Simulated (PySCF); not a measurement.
```xyz
16

C    -1.9541    0.4417    0.6047
C    -1.1143    0.0614   -0.6063
C    -0.1662   -1.0960   -0.3060
Si    1.1306   -0.7140    1.0395
C     2.1630    0.8204    0.6007
H    -2.6259    1.2630    0.3650
H    -2.5497   -0.4070    0.9345
H    -1.3097    0.7447    1.4289
H    -0.5371    0.9293   -0.9347
H    -1.7792   -0.2163   -1.4301
H     0.3576   -1.3685   -1.2281
H    -0.7506   -1.9706   -0.0146
H     1.9836   -1.8846    1.2797
H     1.5562    1.7201    0.5516
H     2.6468    0.6967   -0.3673
H     2.9413    0.9886    1.3386
```

Geometry: GFN2-xTB.

Method: PySCF, UKS B3LYP, pcH-1 on C H Si, non-relativistic, mean-field spin-orbit, GIAO.

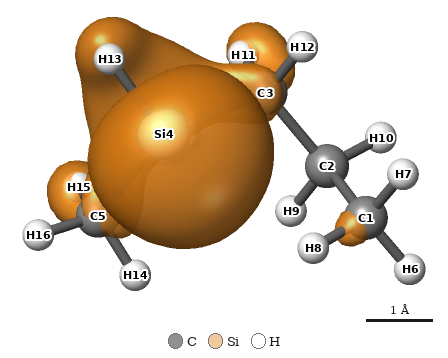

C4H11Si (SMILES CCC[SiH]C) (doublet). Isosurface of the spin density at +0.015 e/Å³ (orange), seen across its widest extent.

**Which atoms carry the spin?**

The unpaired spin (1 electron) lies mostly on Si4 (about 0.7), in electrons by Hirshfeld's partition.
